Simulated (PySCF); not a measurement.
**C2F4O (trifluoroacetyl fluoride): levels of theory compared**

Aim: a comparison of 6 runs (B3LYP/cc-pVDZ, BLYP/cc-pVDZ, M06-2X/cc-pVDZ, M06-L/cc-pVDZ, PBE0/cc-pVDZ, TPSS/cc-pVDZ) of C2F4O (trifluoroacetyl fluoride). 

Program for the calculation: PySCF 2.14.0.

3 further runs of the same task are left out: 3 set aside as unsound or not needed.

## Step 1: The system as given

The species is C2F4O (7 atoms), meant as a singlet with charge 0. SMILES: `O=C(F)C(F)(F)F`. The C4–F7 distance was set to 1.714 Å, away from the relaxed value.

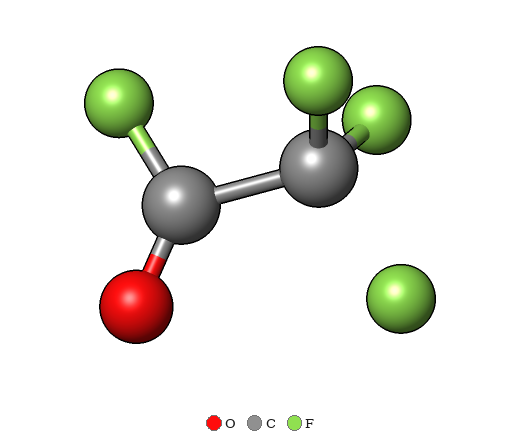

The structure, seen from a chosen angle (oxygen red, carbon grey, fluorine green).

## Step 2: The energy at B3LYP/cc-pVDZ (run 1)

Contents of job.py:

```python
from pyscf import gto, dft

molecule = gto.Mole()
molecule.atom = '''
O      1.317887    -2.871804     1.502620
C     -0.519304    -1.741634     0.999971
F     -2.835768    -2.503005     1.575790
C     -0.653154     0.809421    -0.401431
F     -2.006254     0.556991    -2.503373
F     -1.753881     2.528561     1.063617
F      2.325780     1.820921    -1.171271
'''
molecule.basis = 'cc-pvdz'
molecule.unit = 'bohr'
molecule.max_memory = 1860
molecule.charge = 0
molecule.verbose = 3
molecule.build()

mf = dft.RKS(molecule)
mf.xc = 'b3lyp'
mf.grids.level = 5
mf.conv_tol = 1e-10
mf.kernel()
if not mf.converged:
    mf = mf.newton().run(mf.mo_coeff, mf.mo_occ)

e_tot = mf.e_tot
print('E(%s) = %.9f' % ('B3LYP', e_tot))
```

The run is started by

```sh
$ OMP_NUM_THREADS=1 python job.py
```

Log:

```text
converged SCF energy = -550.772632646734
E(B3LYP) = -550.772632647
```

It took 20 s on 1 thread of Intel Xeon 6975P-C (Granite Rapids), shared host; peak memory 0.51 GiB.

## Step 3: The energy at BLYP/cc-pVDZ (run 2)

Contents of calc.py:

```python
from pyscf import gto, dft

molecule = gto.Mole()
molecule.atom = [
    ('O', (0.697396, -1.519693, 0.795152)),
    ('C', (-0.274804, -0.921633, 0.529162)),
    ('F', (-1.500624, -1.324533, 0.833872)),
    ('C', (-0.345634, 0.428327, -0.212428)),
    ('F', (-1.061664, 0.294747, -1.324728)),
    ('F', (-0.928114, 1.338057, 0.562842)),
    ('F', (1.230750, 0.963590, -0.619810)),
]
molecule.basis = 'cc-pvdz'
molecule.max_memory = 1860
molecule.verbose = 3
molecule.spin = 0
molecule.charge = 0
molecule.build()

mf = dft.RKS(molecule)
mf.xc = 'blyp'
mf.conv_tol = 1e-10
mf.grids.level = 5
mf.kernel()
if not mf.converged:
    mf = mf.newton().run(mf.mo_coeff, mf.mo_occ)

energy = mf.e_tot
print('E = %.10f Eh' % energy)
```

The run is started by

```sh
$ OMP_NUM_THREADS=1 python calc.py
```

Log:

```text
converged SCF energy = -550.726004101692
E = -550.7260041017 Eh
```

Wall time 17 s (1 thread of Intel Xeon 6975P-C (Granite Rapids), shared host); peak memory 0.51 GiB.

Run 3 isn't shown in full; the table further down has it.

## Step 4: A single-point energy at M06-L/cc-pVDZ (run 4)

Contents of input.xyz:

```xyz
7
C2F4O
O      0.697396    -1.519693     0.795152
C     -0.274804    -0.921633     0.529162
F     -1.500624    -1.324533     0.833872
C     -0.345634     0.428327    -0.212428
F     -1.061664     0.294747    -1.324728
F     -0.928114     1.338057     0.562842
F      1.230750     0.963590    -0.619810
```

Contents of input.py:

```python
from pyscf import gto, dft

mol = gto.M(
    atom='input.xyz',
    verbose=4,
    charge=0,
    max_memory=1860,
    basis='cc-pvdz',
)

calc0 = dft.RKS(mol)
calc0.xc = 'm06-l'
calc0.grids.level = 5
calc0.conv_tol = 1e-10
calc0.kernel()
if not calc0.converged:
    calc0 = calc0.newton().run(calc0.mo_coeff, calc0.mo_occ)

e_final = calc0.e_tot
print('E = %.10f Eh' % e_final)
```

The run is started by

```sh
$ OMP_NUM_THREADS=1 python input.py
```

Log:

```text
PySCF version 2.14.0

[... 81 lines left out ...]
converged SCF energy = -550.725592940099
E = -550.7255929401 Eh
```

Run time: 34 s. Hardware: 1 thread of Intel Xeon 6975P-C (Granite Rapids), shared host; peak memory 0.56 GiB.

Run 5 isn't shown in full; the table further down has it.

## Step 5: The energy at TPSS/cc-pVDZ (run 6)

Contents of job.py:

```python
from pyscf import gto, dft

mol = gto.Mole()
mol.atom = [
    ('O', (0.697396, -1.519693, 0.795152)),
    ('C', (-0.274804, -0.921633, 0.529162)),
    ('F', (-1.500624, -1.324533, 0.833872)),
    ('C', (-0.345634, 0.428327, -0.212428)),
    ('F', (-1.061664, 0.294747, -1.324728)),
    ('F', (-0.928114, 1.338057, 0.562842)),
    ('F', (1.230750, 0.963590, -0.619810)),
]
mol.verbose = 3
mol.max_memory = 1860
mol.basis = 'cc-pvdz'
mol.build()

mf = dft.RKS(mol)
mf.xc = 'tpss'
mf.conv_tol = 1e-10
mf.grids.level = 5
mf.kernel()
if not mf.converged:
    mf = mf.newton().run(mf.mo_coeff, mf.mo_occ)

e_final = mf.e_tot
print('E = %.10f Eh' % e_final)
```

The run is started by

```sh
$ OMP_NUM_THREADS=1 python job.py
```

Log:

```text
converged SCF energy = -550.838629500589
E = -550.8386295006 Eh
```

It took 32 s on 1 thread of Intel Xeon 6975P-C (Granite Rapids), shared host; peak memory 0.56 GiB.

## Step 6: The series

| run | level | energy (Eh) | dipole moment (D) | HOMO energy (eV) | LUMO energy (eV) | wall time |
| --- | --- | --- | --- | --- | --- | --- |
| 1 | B3LYP/cc-pVDZ | -550.772633 | 1.98 | -9.69 | -2.05 | 20 s |
| 2 | BLYP/cc-pVDZ | -550.726004 | 1.99 | -7.91 | -2.65 | 17 s |
| 3 | M06-2X/cc-pVDZ | -550.598594 | 1.94 | -11.81 | -0.71 | 31 s |
| 4 | M06-L/cc-pVDZ | -550.725593 | 2.02 | -8.68 | -2.68 | 34 s |
| 5 | PBE0/cc-pVDZ | -550.240445 | 2.00 | -10.04 | -1.83 | 20 s |
| 6 | TPSS/cc-pVDZ | -550.838630 | 2.01 | -8.22 | -2.72 | 32 s |

## Step 7: Results

```
            quantity          value
 run 6: total energy  -550.83863 Eh
run 6: dipole moment         2.01 D
  run 6: HOMO energy       -8.22 eV
  run 6: LUMO energy       -2.72 eV
run 6: HOMO–LUMO gap        5.50 eV
```

The dipole moment (its size) runs from 1.94 D (M06-2X/cc-pVDZ) to 2.02 D (M06-L/cc-pVDZ). The HOMO–LUMO gap runs from 5.26 eV (BLYP/cc-pVDZ) to 11.10 eV (M06-2X/cc-pVDZ). Totals of different functionals can't be ranked against each other. All runs together took 2.6 min, the longest 34 s.
